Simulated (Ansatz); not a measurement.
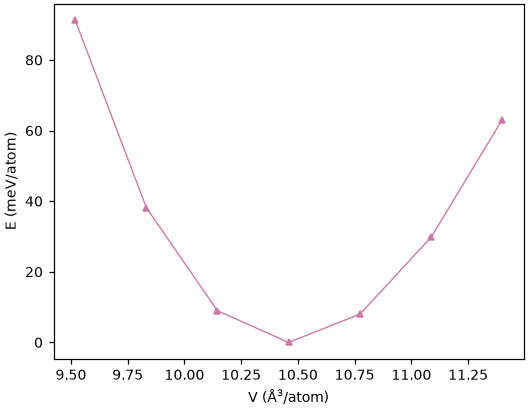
Figure. SiB2Os2 in space group Cmmm (No. 65; Si on 2a, Os on 4j, B on 4i) under volume change, PBEsol (plane waves, PAW; program Ansatz), shape and atoms relaxed at each volume.

Question: What does a third-order Birch–Murnaghan fit give for V₀, B₀ and B′?

Answer: V₀ = 10.46 Å³/atom, B₀ = 284 GPa, B′ = 5.1.

The start of the workflow was typed in or built on a structure type; neither database checked (COD, Materials Project) lists it. Its standing as an ambient phase is unchecked. Symmetry was held in the PBEsol relaxation; its stability against distortions is not shown here. No spin polarisation was allowed. Spin–orbit coupling is left out wherever it is not named.

Potentials: the later of the program's two PAW sets.
